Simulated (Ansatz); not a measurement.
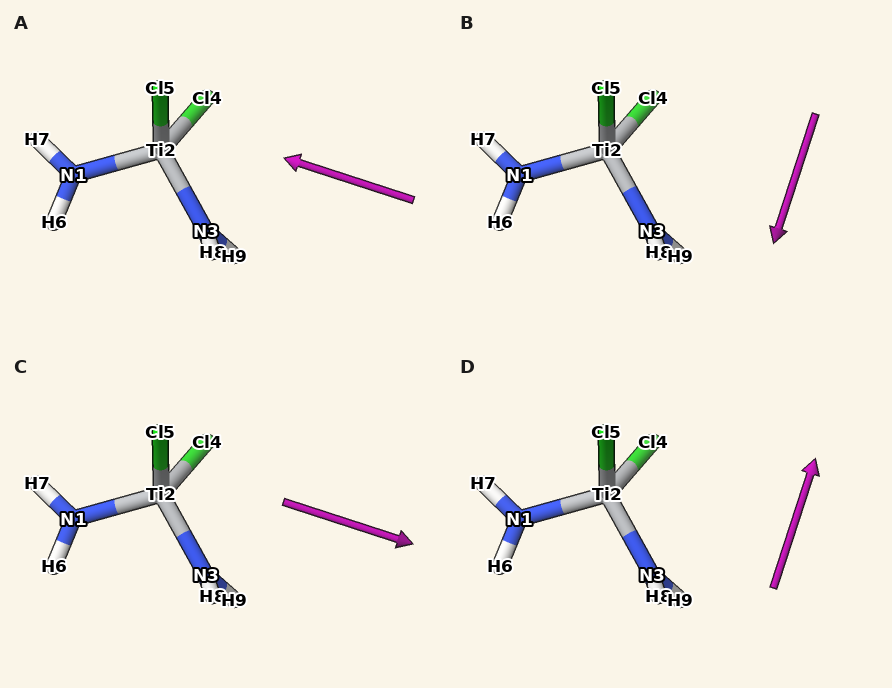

The same molecule four times, each with an arrow. The species is neutral and a spin singlet. The geometry was computed by an optimisation with PBE-D4/def2-SVP. No frequency run is at hand to confirm it as a minimum. Properties computed with RKS PBE-D4/def2-SVP (Ansatz 0.2.0).

Which arrow points along the dipole moment, from the negative to the positive end?

B. The dipole moment is 3.63 D; it points from the side of Cl4, Cl5 to the side of H6 (the outermost atoms at the two ends).
